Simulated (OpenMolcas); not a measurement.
## Single-point calculation, with input and output: BF2 (charge +1) (part 3 of 3)

The same run, continued: BF2, charge +1, multiplicity 3; PBE0/cc-pVTZ, UKS (OpenMolcas 26.06). The geometry is that of the parent species in another charge or spin state. The geometry comes from this level: PBE0-D4/def2-TZVP.

Geometry of the input (Å):
```
F  0.3297  1.1405  0.3077
B  0.0000  -0.0000  0.0000
F  -0.3297  -1.1405  -0.3077
```

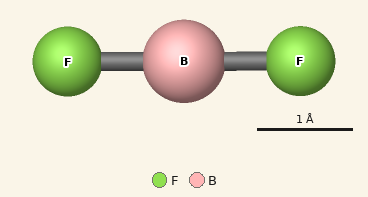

Figure 1. The structure (ball-and-stick view, seen on its broad side).

**Log, continued**
```
   24    0.2209    0.0000          7 F1     2px    (-0.673),    37 F3     2px    (-0.673),    65 B2     2px    ( 0.659),    66 B2     2px    ( 0.555),
                                  67 B2     2px    (-0.898),

   25    0.4943    0.0000          7 F1     2px    (-0.868),    37 F3     2px    (-0.868),    67 B2     2px    ( 1.226),

   26    0.7644    0.0000         12 F1     2pz    (-0.524),    42 F3     2pz    (-0.524),    71 B2     2pz    (-0.626),    72 B2     2pz    ( 0.504),
                                  73 B2     2pz    ( 0.709),

   27    1.0444    0.0000         72 B2     2pz    ( 1.321),    73 B2     2pz    (-1.303),

   28    0.0914    0.0000         64 B2     1s     ( 2.633),

   29    0.0963    0.0000         81 B2     3d1+   ( 0.895),

   30    0.2858    0.0000         63 B2     1s     ( 0.984),    79 B2     3d0    (-0.915),

   31    0.2987    0.0000         75 B2     3d2-   (-1.108),    83 B2     3d2+   (-0.653),

   32    1.1115    0.0000         13 F1     2pz    ( 0.905),    43 F3     2pz    (-0.905),    77 B2     3d1-   (-1.635),    79 B2     3d0    (-0.828),

   33    0.8643    0.0000          4 F1     1s     ( 2.327),    34 F3     1s     ( 2.336),    63 B2     1s     (-4.324),

   34    0.7681    0.0000          4 F1     1s     (-3.999),    10 F1     2py    ( 2.731),    34 F3     1s     ( 4.014),    40 F3     2py    ( 2.733),
                                  68 B2     2py    ( 5.227),

   35    2.3366    0.0000          4 F1     1s     (-1.238),    34 F3     1s     ( 1.235),    68 B2     2py    ( 2.359),    69 B2     2py    (-1.342),

   36    1.2432    0.0000         13 F1     2pz    ( 1.329),    43 F3     2pz    ( 1.302),

   37    0.6021    0.0000          7 F1     2px    ( 1.756),    37 F3     2px    (-1.734),    75 B2     3d2-   (-1.442),

   38    1.9661    0.0000          6 F1     2px    ( 0.601),     7 F1     2px    ( 0.802),    36 F3     2px    ( 0.586),    37 F3     2px    ( 0.870),
                                  66 B2     2px    (-0.804),    84 B2     4f3-   (-0.889),    90 B2     4f3+   ( 0.807),

   39    3.3161    0.0000         11 F1     2pz    (-0.493),    13 F1     2pz    ( 0.945),    41 F3     2pz    ( 0.570),    43 F3     2pz    (-0.960),
                                  77 B2     3d1-   (-0.697),

   40    2.2415    0.0000         63 B2     1s     ( 6.699),    64 B2     1s     (-4.190),

   41    2.0418    0.0000         65 B2     2px    ( 3.512),    66 B2     2px    (-3.054),

   42    2.2182    0.0000         68 B2     2py    ( 10.70),

   43    5.3957    0.0000         35 F3     2px    (-1.897),    36 F3     2px    ( 1.737),

   44    4.8280    0.0000         63 B2     1s     ( 7.623),

   45    3.1435    0.0000         71 B2     2pz    ( 2.224),    72 B2     2pz    (-2.035),

   46    1.2529    0.0000         65 B2     2px    (-0.770),    66 B2     2px    ( 0.810),    71 B2     2pz    (-1.265),    72 B2     2pz    ( 1.315),

   47    1.2785    0.0000         21 F1     3d1+   ( 0.299),    80 B2     3d1+   (-0.582),    87 B2     4f0    (-0.375),    88 B2     4f1+   ( 0.416),
                                  89 B2     4f2+   ( 0.372),

   48    1.2613    0.0000         80 B2     3d1+   (-0.746),    81 B2     3d1+   ( 0.485),    85 B2     4f2-   (-0.404),

   49    9.3344    0.0000          3 F1     1s     ( 5.265),     4 F1     1s     (-4.464),    33 F3     1s     (-5.264),    34 F3     1s     ( 4.462),

   50    2.2879    0.0000          4 F1     1s     (-6.992),    34 F3     1s     ( 6.992),    68 B2     2py    ( 11.37),

   51    1.4627    0.0000         71 B2     2pz    (-1.377),    72 B2     2pz    ( 1.440),

   52    2.5636    0.0000         11 F1     2pz    ( 1.302),    12 F1     2pz    (-1.293),    13 F1     2pz    (-0.771),    41 F3     2pz    (-1.273),
                                  42 F3     2pz    ( 0.943),    68 B2     2py    (-0.762),    71 B2     2pz    ( 1.357),    72 B2     2pz    (-1.059),
                                  77 B2     3d1-   ( 0.872),

   53    4.0002    0.0000          4 F1     1s     (-3.407),     8 F1     2py    ( 2.390),    34 F3     1s     ( 3.406),    38 F3     2py    ( 2.035),
                                  68 B2     2py    ( 4.016),    71 B2     2pz    ( 2.320),

   54    5.0456    0.0000         12 F1     2pz    (-0.657),    38 F3     2py    ( 0.559),    68 B2     2py    ( 0.751),    72 B2     2pz    ( 0.965),

   55    2.1544    0.0000          7 F1     2px    ( 0.676),    15 F1     3d2-   (-0.825),    23 F1     3d2+   (-0.467),    37 F3     2px    ( 0.486),
                                  45 F3     3d2-   ( 0.772),    53 F3     3d2+   ( 0.469),    65 B2     2px    (-0.467),    66 B2     2px    (-0.734),
                                  84 B2     4f3-   (-0.427),

   56    7.9521    0.0000         68 B2     2py    (-1.313),    69 B2     2py    ( 2.473),

   57    1.5898    0.0000          7 F1     2px    (-1.162),    37 F3     2px    ( 1.254),    75 B2     3d2-   ( 1.547),    83 B2     3d2+   ( 0.907),

   58    3.4207    0.0000          4 F1     1s     (-5.766),    34 F3     1s     (-5.761),    63 B2     1s     ( 7.852),

   59    2.9721    0.0000          8 F1     2py    (-0.503),     9 F1     2py    ( 0.586),    11 F1     2pz    ( 0.594),    12 F1     2pz    (-0.886),
                                  41 F3     2pz    (-0.645),    42 F3     2pz    ( 0.824),    65 B2     2px    ( 0.579),    68 B2     2py    ( 0.711),
                                  71 B2     2pz    ( 0.936),    72 B2     2pz    (-0.740),    76 B2     3d1-   ( 0.816),    77 B2     3d1-   (-0.515),

   60    5.6712    0.0000          3 F1     1s     ( 0.819),     4 F1     1s     (-0.564),    33 F3     1s     (-0.818),    34 F3     1s     ( 0.563),
                                  69 B2     2py    (-0.783),    84 B2     4f3-   ( 0.422),    90 B2     4f3+   ( 0.603),

   61    2.0517    0.0000          4 F1     1s     (-0.972),    13 F1     2pz    ( 1.314),    17 F1     3d1-   (-0.743),    34 F3     1s     ( 0.972),
                                  40 F3     2py    ( 0.799),    43 F3     2pz    (-1.138),    65 B2     2px    ( 0.720),    68 B2     2py    ( 1.309),
                                  71 B2     2pz    ( 0.699),    77 B2     3d1-   (-1.231),

   62    8.2981    0.0000         11 F1     2pz    (-0.744),    13 F1     2pz    (-0.614),    16 F1     3d1-   (-0.702),    17 F1     3d1-   ( 0.836),
                                  41 F3     2pz    (-0.449),    43 F3     2pz    (-0.582),    46 F3     3d1-   ( 0.640),    47 F3     3d1-   (-0.750),
                                  65 B2     2px    ( 0.612),    66 B2     2px    (-0.484),    71 B2     2pz    ( 0.897),    86 B2     4f1-   ( 0.691),
                                  87 B2     4f0    (-0.485),    89 B2     4f2+   (-0.530),

   63    2.7308    0.0000          4 F1     1s     ( 7.298),    34 F3     1s     (-7.298),    68 B2     2py    (-7.589),

   64    6.5291    0.0000         25 F1     4f2-   ( 0.583),    29 F1     4f2+   ( 0.343),    55 F3     4f2-   ( 0.442),    65 B2     2px    (-0.532),
                                  66 B2     2px    ( 0.426),

   65    6.4747    0.0000          4 F1     1s     ( 1.052),    34 F3     1s     (-1.052),    69 B2     2py    (-1.522),

   66    7.7845    0.0000          4 F1     1s     (-0.703),    11 F1     2pz    ( 0.488),    12 F1     2pz    (-0.449),    16 F1     3d1-   (-0.636),
                                  17 F1     3d1-   ( 0.440),    34 F3     1s     ( 0.703),    43 F3     2pz    ( 0.441),    46 F3     3d1-   (-0.627),
                                  47 F3     3d1-   ( 0.571),    68 B2     2py    ( 0.867),

   67    8.6928    0.0000         63 B2     1s     ( 10.67),

   68    2.2694    0.0000         17 F1     3d1-   ( 0.778),    43 F3     2pz    (-0.837),    47 F3     3d1-   (-0.877),    68 B2     2py    (-0.688),
                                  71 B2     2pz    ( 1.099),

   69    4.4224    0.0000          5 F1     2px    ( 3.034),     6 F1     2px    (-2.794),

   70    8.7779    0.0000          2 F1     1s     (-2.098),     3 F1     1s     ( 4.038),     4 F1     1s     (-3.326),    32 F3     1s     (-2.099),
                                  33 F3     1s     ( 4.038),    34 F3     1s     (-3.322),

   71    6.7675    0.0000         63 B2     1s     ( 3.079),

   72    6.5286    0.0000          5 F1     2px    ( 0.408),     6 F1     2px    (-0.241),     7 F1     2px    ( 0.294),    24 F1     4f3-   ( 0.447),
                                  30 F1     4f3+   (-0.416),    54 F3     4f3-   ( 0.456),    60 F3     4f3+   (-0.431),    66 B2     2px    (-0.310),
                                  84 B2     4f3-   (-0.392),    90 B2     4f3+   ( 0.374),

   73    4.8366    0.0000         11 F1     2pz    (-2.322),    12 F1     2pz    ( 2.005),    41 F3     2pz    (-2.321),    42 F3     2pz    ( 2.006),
                                  71 B2     2pz    ( 1.226),

   74    2.2216    0.0000         63 B2     1s     ( 2.226),    64 B2     1s     (-1.544),

   75    8.4456    0.0000          5 F1     2px    (-0.632),     7 F1     2px    (-0.659),    14 F1     3d2-   (-0.713),    15 F1     3d2-   ( 0.865),
                                  35 F3     2px    (-1.044),    36 F3     2px    ( 0.716),    37 F3     2px    (-0.694),    44 F3     3d2-   ( 0.672),
                                  45 F3     3d2-   (-0.863),    65 B2     2px    ( 0.929),    84 B2     4f3-   ( 0.809),    90 B2     4f3+   (-0.770),

   76    5.8089    0.0000         63 B2     1s     (-1.753),    64 B2     1s     ( 1.015),

   77    6.8275    0.0000         11 F1     2pz    (-0.291),    12 F1     2pz    ( 0.233),    25 F1     4f2-   (-0.274),    26 F1     4f1-   (-0.427),
                                  27 F1     4f0    ( 0.302),    29 F1     4f2+   ( 0.329),    41 F3     2pz    ( 0.299),    42 F3     2pz    (-0.230),
                                  55 F3     4f2-   ( 0.285),    56 F3     4f1-   ( 0.426),    57 F3     4f0    (-0.302),    59 F3     4f2+   (-0.320),
                                  76 B2     3d1-   ( 0.393),    77 B2     3d1-   (-0.296),

   78    6.6129    0.0000         11 F1     2pz    (-0.496),    12 F1     2pz    ( 0.357),    13 F1     2pz    (-0.276),    25 F1     4f2-   (-0.252),
                                  26 F1     4f1-   (-0.432),    27 F1     4f0    ( 0.299),    29 F1     4f2+   ( 0.333),    41 F3     2pz    (-0.496),
                                  42 F3     2pz    ( 0.357),    43 F3     2pz    (-0.276),    55 F3     4f2-   (-0.252),    56 F3     4f1-   (-0.432),
                                  57 F3     4f0    ( 0.299),    59 F3     4f2+   ( 0.333),    72 B2     2pz    ( 0.324),    86 B2     4f1-   ( 0.330),
                                  89 B2     4f2+   (-0.267),

   79    6.0926    0.0000         28 F1     4f1+   ( 0.558),    58 F3     4f1+   ( 0.561),    65 B2     2px    (-0.453),    84 B2     4f3-   (-0.398),
                                  90 B2     4f3+   ( 0.411),

   80    8.3434    0.0000          7 F1     2px    (-0.402),    14 F1     3d2-   (-0.685),    15 F1     3d2-   ( 0.534),    22 F1     3d2+   (-0.404),
                                  35 F3     2px    ( 0.530),    36 F3     2px    (-0.495),    37 F3     2px    ( 0.561),    44 F3     3d2-   (-0.672),
                                  45 F3     3d2-   ( 0.648),    52 F3     3d2+   (-0.396),    53 F3     3d2+   ( 0.382),    74 B2     3d2-   ( 0.421),
                                  75 B2     3d2-   ( 0.357),

   81    2.5682    0.0000          7 F1     2px    (-0.536),    15 F1     3d2-   ( 0.706),    37 F3     2px    ( 0.533),    45 F3     3d2-   ( 0.709),
                                  74 B2     3d2-   ( 0.980),    82 B2     3d2+   ( 0.579),

   82    6.7987    0.0000          5 F1     2px    ( 0.347),     6 F1     2px    (-0.253),    24 F1     4f3-   ( 0.460),    30 F1     4f3+   (-0.432),
                                  54 F3     4f3-   (-0.460),    60 F3     4f3+   ( 0.434),    74 B2     3d2-   (-0.379),    75 B2     3d2-   ( 0.287),

   83    6.3961    0.0000         28 F1     4f1+   (-0.589),    58 F3     4f1+   ( 0.589),

   84    7.8503    0.0000         20 F1     3d1+   (-0.757),    21 F1     3d1+   ( 0.406),    50 F3     3d1+   (-0.757),    51 F3     3d1+   ( 0.406),

--

++    Molecular properties:
      ---------------------

      Charge (e):
                      =    1.0000
      Dipole Moment (debye):
      Origin of the operator (angstrom)=   -0.0000    0.0000    0.0000
                   X= -1.4110E-03               Y=  3.2984E-04               Z=  1.4844E-04           Total=  1.4566E-03
      Center of Charge (angstrom)
                     X=   -0.00029763               Y=    0.00006867               Z=    0.00003090
      Quadrupole Moment (debye*angstrom):
      Origin of the operator (angstrom)=   -0.0000    0.0000    0.0000
                  XX= -1.2810E+01              XY=  1.1203E+00              XZ=  2.7115E-01              YY= -9.3309E+00
                  YZ=  1.2055E+00              ZZ= -1.3440E+01
      In traceless form (debye*angstrom)
                  XX= -1.4244E+00              XY=  1.6805E+00              XZ=  4.0673E-01              YY=  3.7944E+00
                  YZ=  1.8082E+00              ZZ= -2.3700E+00
--

--- Stop Module: scf /rc=_RC_ALL_IS_WELL_ ---
--- Module scf spent 49 seconds ---

.##################.
.# Happy landing! #.
.##################.

    Timing: Wall=52.98 User=47.46 System=5.48
```
